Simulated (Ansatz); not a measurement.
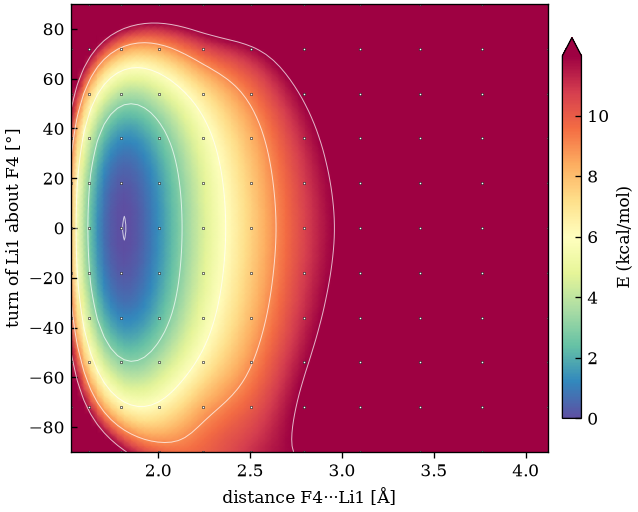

F4LiSi, charge +1. The turn is about an axis along (0.14, −0.99, 0.04) in the frame of the relaxed pair, normal to the line between the partners. The first coordinate is: distance F4···Li1; the second: turn of Li1 about F4. The scan uses an 11 × 11 grid. All energies are given in kcal/mol relative to the lowest grid point. Method: RKS PBE0-D4/def2-SVPD in Ansatz 0.2.0.

The picture shows a smooth colour map with a few white contour lines, dots at the grid points, one colour for all values above the top of the scale. Between grid points the surface is interpolated.

Q: Where is the minimum, and how stiff is the well along each coordinate?

A: The interpolated minimum is at distance F4···Li1 ≈ 1.811 Å, turn of Li1 about F4 ≈ 0°. The curvatures there are about 4.4 eV/Å² and 0.21 eV/rad², with a cross term of about 0 eV/(Å·rad). Round the minimum the two coordinates are nearly uncoupled. (1 eV is 23.1 kcal/mol.)
